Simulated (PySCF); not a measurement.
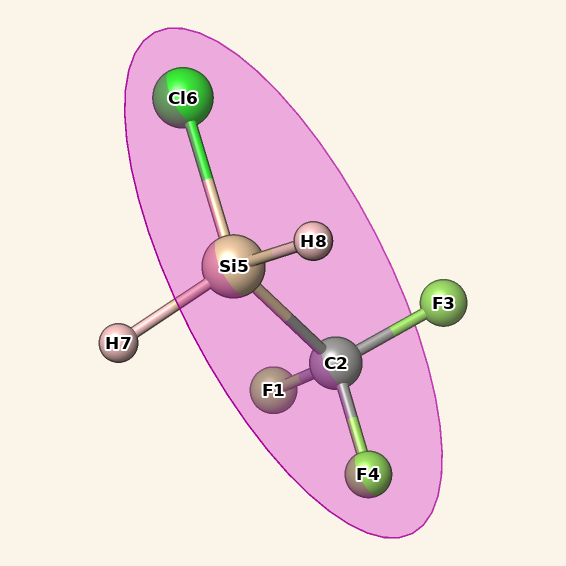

A disc through the centre of mass is drawn in. Distant atoms are faded towards the background colour. Computed geometry: PBE0-D3(BJ)/def2-SVP optimisation. No frequency run is at hand to confirm it as a minimum.

Is the plane of the disc a mirror plane of the structure?

Yes. The reflection leaves C2, F4, Si5, Cl6 in place and moves F1 ↔ F3; H7 ↔ H8. The point group is Cs.
